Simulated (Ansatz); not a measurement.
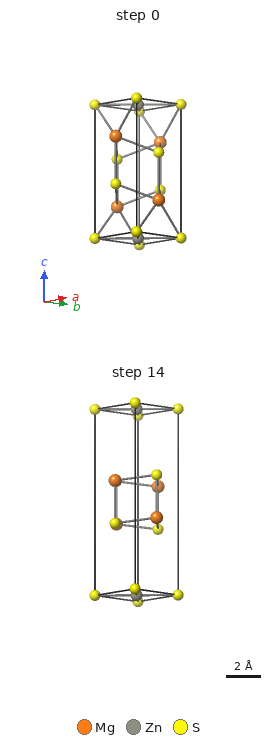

The structure of a crystal of Mg₂ZnS₃ (a generated structure, set up in P-4m2) (coarse preliminary run) before (top) and after (bottom) a relaxation, at one scale.

The picture is a ball-and-stick view of the cell of the calculation, seen from a free direction.

The calculation used DFT PBE, scalar-relativistic, plane waves, PAW (Ansatz).

Input file:
```yaml
crystal:
  lattice:
    - [3.63752568, 0.0, 0.0]
    - [0.0, 3.63752568, 0.0]
    - [0.0, 0.0, 8.08043502]
  atoms:
    - { symbol: Mg, position: [0.5, 0.0, 0.7398749] }
    - { symbol: Mg, position: [0.0, 0.5, 0.2601251] }
    - { symbol: Zn, position: [0.5, 0.5, 0.0] }
    - { symbol: S, position: [0.5, 0.0, 0.38354135] }
    - { symbol: S, position: [0.0, 0.5, 0.61645865] }
    - { symbol: S, position: [0.0, 0.0, 0.0] }
basis:
  ecutwfc: 420
kpoints:
  mp_grid: { grid: [6, 6, 2] }
hamiltonian:
  xc: pbe
scf:
  occupations: { method: gaussian, width: 0.1 }
  lower_state_search: "off"
output:
  forces: true
  stress: true
  eigenvalues: true
relax:
  adjacent_minimum: "off"
  f_tol: 0.04
  max_steps: 70
  cell: { stress_tol: 0.4 }
```

Launched with:
```bash
ansatz run input.yaml --threads 1 --pin off --max-ram 2560MiB --backend cpu --events-out ev --progress --plain --runs-dir out
```

What changed between the two?

The largest moves relative to the cell, 1.57 Å, are those of Mg1 and Mg2. Mg2 goes along +c. Largest moves by element: Mg 1.57 Å, S 0.15 Å. Zn stays in place. The drawn cell changes as follows: a = b 3.638 → 3.516 Å (−3.3 %), c 8.080 → 11.252 Å (+39.2 %); the volume changes by +30.1 %. Some distances before and after: Mg1–S6 2.780 → 4.830 Å, Mg1–S4 2.879 → 2.587 Å, Mg1–S5 2.759 → 2.508 Å, Zn3–S6 2.572 → 2.486 Å. Bonds break: Mg1–S6 (2.78 → 4.83 Å), Mg2–S6 (2.78 → 4.83 Å). Bond angles that change, for instance: S4–Mg1–S5 68.8° → 97.6°, Mg1–S5–Mg2 111.2° → 82.4°, S5–Mg1–S5 137.6° → 164.8°. The space group stays P-4m2 (No. 115). After 12 accepted moves (14 points after the start) the energy has fallen by 2.669 eV per cell of the calculation. The largest force component goes from 2.1 to 0.0028 eV/Å. Pressure: −1.32 GPa at the start and 0.03 GPa at the end. At 2 points the geometry stayed and the basis and grid were re-selected for the new cell (energy shift of 47.5 meV per cell of the calculation at most each time). The run took 53 s on 1 thread of Intel(R) Xeon(R) 6975P-C (Granite Rapids), with other jobs on the host, peak memory 0.43 GiB.

Limits of the set-up: the k-point mesh is coarse for a cell with partly filled bands.
